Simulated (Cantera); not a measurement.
Charge: 1 mol Cu2O, 0.4 mol H2, 18 mol N2, at 29.0 Pa.

Cantera equilibrium calculation (NASA polynomials, part measured and part estimated; ideal gas, pure solids and liquids). Candidate condensed phases: Cu, CuO, Cu(OH)2, Cu2O, H2O; 27 gas species. Mutual solubility and eutectic melting of coexisting phases are not modelled. Kinetics and transport are ignored.

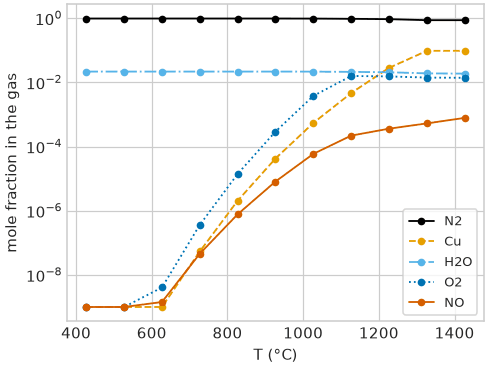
Figure: Equilibrium gas composition (values under 1e-9 drawn at 1e-9)

Task: Read off the mole fractions at 1327 °C.

Result: N2 about 0.87, Cu about 0.096, H2O about 0.019, O2 about 0.014, NO about 0.00053.
